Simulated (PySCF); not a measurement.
```csv
atom,x (Å),y (Å),z (Å)
C,-1.8246,-0.1004,0.2964
C,-0.6138,0.5625,-0.3497
Si,0.9771,-0.4105,-0.0239
O,1.1720,-0.4711,1.5811
S,2.7116,0.5969,-0.8370
H,-2.7266,0.4827,0.1192
H,-1.9769,-1.0979,-0.1088
H,-1.6755,-0.1897,1.3690
H,-0.7875,0.6563,-1.4232
H,-0.5142,1.5781,0.0397
H,0.9741,-1.7526,-0.6009
H,2.0273,-0.5809,1.9892
H,2.2526,0.7270,-2.0688
```

Geometry: GFN2-xTB.

Method: PySCF, PBE0/pcSseg-1, SCF density, gas phase, non-relativistic.

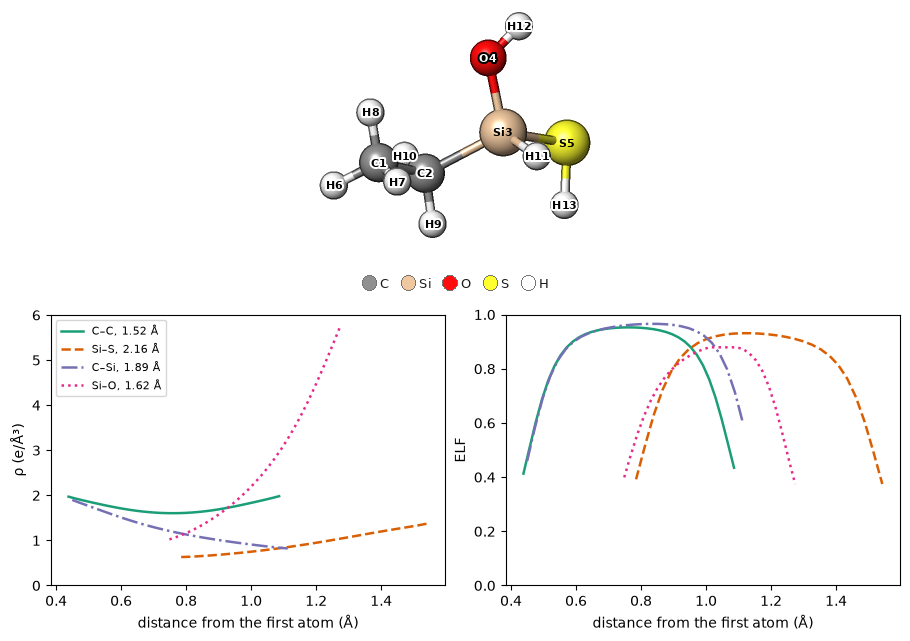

C$_{2}$H$_{8}$OSSi. Total electron density and electron localisation function along straight lines between neighbouring atoms. The curves leave out the atomic cores. The structure is drawn too.

What can be read from the curves?

Answer. C–C (1.52 Å): ρ at the midpoint is about 1.6 e/Å³; the ELF peaks at about 0.95 between the atoms: a shared electron pair.
Si–S (2.16 Å): the density is about 0.82 e/Å³ at the midpoint; the ELF peaks at about 0.95 between the atoms (a covalent bond).
C–Si (1.89 Å): ρ is about 0.96 e/Å³ halfway; the ELF peaks at about 0.95 between the atoms: localised, covalent bonding.
Si–O (1.62 Å): the density is about 1.2 e/Å³ at the midpoint; the ELF peaks at about 0.90 between the atoms; a short, strongly polar bond.
